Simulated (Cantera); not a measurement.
A closed system holds: 1 mol Si(CH3)4, 110 mol H2, held at 0.825 Torr.

Equilibrium computed with Cantera from the NASA thermochemical tables; the gas is ideal and each condensed phase is pure. Candidate condensed phases: C, C6H6, C7H8, C8H18, Si, SiC; 87 gas species. Equilibrium is a limit: real reactors are often held back by kinetics, nucleation or transport.

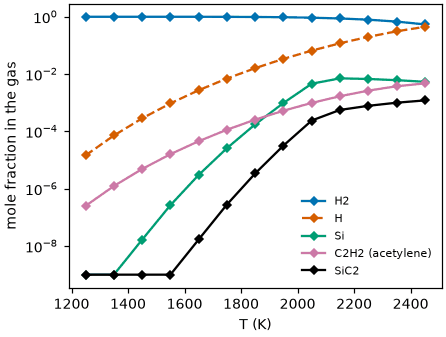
Figure. Equilibrium gas composition (values under 1e-9 drawn at 1e-9)

From 1250 K to 2050 K the condensed part is C(graphite) + SiC(s). From 2150 K to 2450 K the condensed part is C(graphite).
